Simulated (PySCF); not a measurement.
SMILES [c]1ccsc1, doublet, PBE0/def2-SVP optimised geometry. Atoms within 1.6 Å of the plane z = 1.0 Å (x, y, z in Å): C1 (-0.17, -1.26, 0.00), C2 (1.18, -1.26, 0.00), S3 (1.73, 0.39, 0.00), C4 (0.12, 1.00, 0.00), C5 (-0.82, 0.00, 0.00), H6 (1.90, -2.08, 0.00), H7 (-0.05, 2.08, 0.00), H8 (-1.90, 0.16, 0.00).

Method: unrestricted PBE0/def2-TZVP (PySCF).

Map of the electrostatic potential (hartree/e), clipped to [-0.08, 0.12] on the plane z = 1.0 Å:

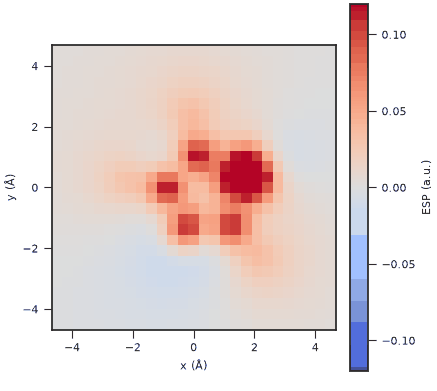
Figure. Electrostatic potential (hartree/e), clipped to [-0.08, 0.12] on the plane z = 1.0 Å.
